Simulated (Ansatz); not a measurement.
Consider CH$_{5}$AlB (doublet).

The calculation's input:

```
crystal:
  periodic: [false, false, false]
  atoms:
    - { symbol: C, position_ang: [-0.6113, 0.58088, -0.65655] }
    - { symbol: B, position_ang: [-0.33726, 0.88353, 0.75166] }
    - { symbol: Al, position_ang: [0.63113, -0.92929, 0.34937] }
    - { symbol: H, position_ang: [-1.14402, -0.3236, -0.97428] }
    - { symbol: H, position_ang: [-0.62209, 1.32301, -1.45188] }
    - { symbol: H, position_ang: [-0.03059, 1.8426, 1.34035] }
    - { symbol: H, position_ang: [-0.07546, -2.31682, 0.24906] }
    - { symbol: H, position_ang: [2.1896, -1.06031, 0.39227] }
magnetization:
  spin_polarized: true
  initial_magnetization: 1
basis:
  gaussian: { orbitals: "6-31G*" }
hamiltonian:
  xc: pbe
  dispersion: d4
relax:
  f_tol: 0.02
  max_steps: 50
output:
  orbitals: {}
```

Command:

```sh
ansatz run input.yaml --threads 1 --pin off --max-ram 2048MiB --backend cpu --events-out ev --progress --plain --runs-dir out
```

The fields are those of the relaxed geometry.

Computed with UKS PBE-D4/6-31G* (Ansatz 0.2.0).

Q: What will maps of the electron density, electron localisation function and spin density show?

A: C–B (1.46 Å): the density is about 1.6 e/Å³ at the midpoint; the ELF peaks at about 0.95 between the atoms: a covalent bond.
C–Al (2.18 Å): ρ at the midpoint is about 0.44 e/Å³; the ELF peaks at about 0.80 in the valence shell of C, 0.9 Å from its nucleus, and is about 0.70 at the midpoint.
Al–B (2.23 Å): the density is about 0.39 e/Å³ at the midpoint; the ELF peaks at about 0.80 in the valence shell of B, 0.9 Å from its nucleus, and is about 0.70 at the midpoint.
The unpaired spin (1 electron) lies mostly on B2 (about 0.5), Al3 (about 0.3) and C1 (about 0.1), in electrons by Hirshfeld's partition.

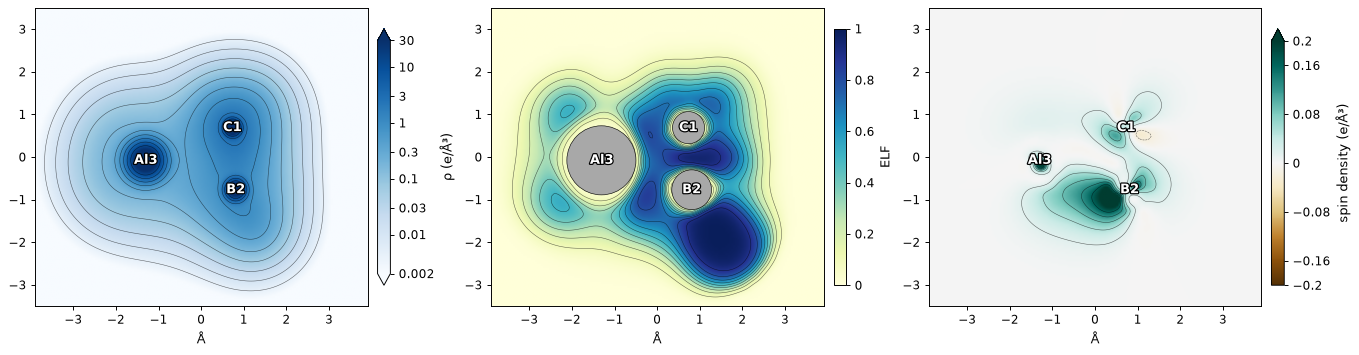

Computed electron density, electron localisation function and spin density on the plane of atoms C1, B2 and Al3, in this order. Grey discs cover the atomic cores in the ELF map. 
